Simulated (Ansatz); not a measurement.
**r2SCAN/def2-TZVPPD run of HCl (hydrogen chloride)**

Aim: the electronic atomisation energy of HCl (hydrogen chloride) at r2SCAN/def2-TZVPPD, from 3 runs. 

Program for the calculation: Ansatz 0.2.0.

32 further runs of the same task are left out: 32 set aside as unsound or not needed.

### Step 1. Starting point

The species is HCl (2 atoms), meant as a singlet with charge 0. SMILES: `Cl`. The coordinates come from a PBE0-D4/def2-TZVP relaxation.

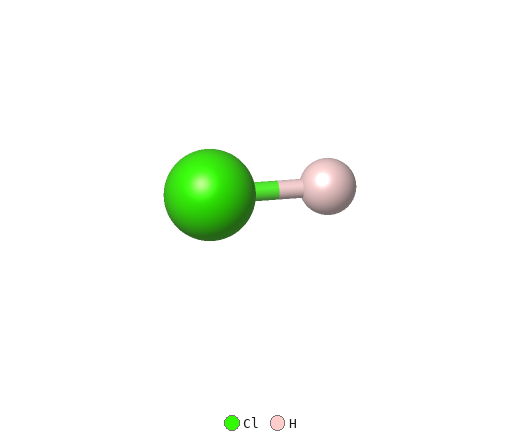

The structure, seen from a chosen angle (chlorine green, hydrogen pink).

### Step 2. The energy at r2SCAN/def2-TZVPPD

Contents of in.yaml:

```yaml
crystal:
  periodic: [false, false, false]
  atoms:
    - {symbol: Cl, position_ang: [0.546000, -0.178500, 0.280800]}
    - {symbol: H, position_ang: [-0.546000, 0.178500, -0.280800]}
basis:
  gaussian: {orbitals: def2-TZVPPD.json}
hamiltonian: {xc: r2scan}
accuracy: high
output: {orbitals: {seedname: orbitals}}
```

The basis set def2-TZVPPD is read from a file made from the Basis Set Exchange's data (not shown).

Run with:

```sh
$ ansatz run in.yaml --threads 1 --pin off --max-ram 3480MiB --events-out events.jsonl --progress --plain --runs-dir runs
```

The program printed:

```text
Warning: RAYON_NUM_THREADS=1 ignored (pool sized by the plan → 1); use --threads N
Functional definition: r2SCAN
  name "r2SCAN"
  parameter k0 = 0.174
  parameter k1 = 0.065
  parameter a1 = 4.9479
  exchange = r2scan_x(k0 = k0, k1 = k1, a1 = a1)
  correlation = r2scan_c
849 factors; integrals over basis functions are off by at most 3.7e-9 eV
mean field evaluation 1: about -12538.3910 eV, gradient 1.1e1 eV
mean field evaluation 2: about -12538.4465 eV, gradient 1.1e1 eV
mean field evaluation 4: about -12538.6508 eV, gradient 5.6e-1 eV
mean field evaluation 8: about -12538.6509 eV, gradient 4.0e-3 eV
mean field evaluation 16: about -12538.6509 eV, gradient 3.6e-7 eV
mean field -12538.65086301 eV, -460.7869202128 hartree, gradient 1.1e-8 eV, S^2 0.000000; 0 other end points of the search recorded, 0 dependent functions left out
reference -12538.65086431 eV, -460.7869202605 hartree; 9, 9 occupied and 59, 59 virtual orbitals, 849 factors
Total energy: -12538.65086431 eV, -460.7869202605 hartree
```

Run time: 2.1 s. Hardware: 1 thread of Arm Neoverse V2, shared host; peak memory 0.12 GiB.

### Step 3. The Cl atom at the same level

Contents of input.yaml:

```yaml
crystal:
  periodic: [false, false, false]
  atoms:
    - symbol: Cl
      position_ang: [0.000000, 0.000000, 0.000000]
basis:
  gaussian: {orbitals: def2-TZVPPD.json}
magnetization: {spin_polarized: true, initial_magnetization: 1}
hamiltonian: {xc: r2scan}
accuracy: high
```

The basis set def2-TZVPPD is read from a file made from the Basis Set Exchange's data (not shown).

Run the same way, it converges to -460.11740 Eh (log not shown).

### Step 4. The H atom

Contents of job.yaml:

```yaml
crystal:
  periodic: [false, false, false]
  atoms:
    - {symbol: H, position_ang: [0.000000, 0.000000, 0.000000]}
basis:
  gaussian:
    orbitals: def2-TZVPPD.json
magnetization:
  spin_polarized: true
  initial_magnetization: 1
hamiltonian:
  xc: r2scan
accuracy: high
```

The basis set def2-TZVPPD is read from a file made from the Basis Set Exchange's data (not shown).

Run the same way, it converges to -0.49993 Eh (log not shown).

### Step 5. What came out

At r2SCAN/def2-TZVPPD:

| quantity | value |
| --- | --- |
| molecule: total energy | -460.78692 Eh |
| molecule: HOMO energy | -8.38 eV |
| molecule: LUMO energy | -0.35 eV |
| molecule: HOMO–LUMO gap | 8.03 eV |
| Cl atom: total energy | -460.11740 Eh |
| Cl atom: ⟨S²⟩ | 0.756 |
| H atom: total energy | -0.49993 Eh |
| H atom: ⟨S²⟩ | 0.750 |
| electronic atomisation energy | 4.615 eV |

Taking the molecule apart into free atoms costs 4.61 eV (445 kJ/mol), before zero-point energy and without spin-orbit coupling.
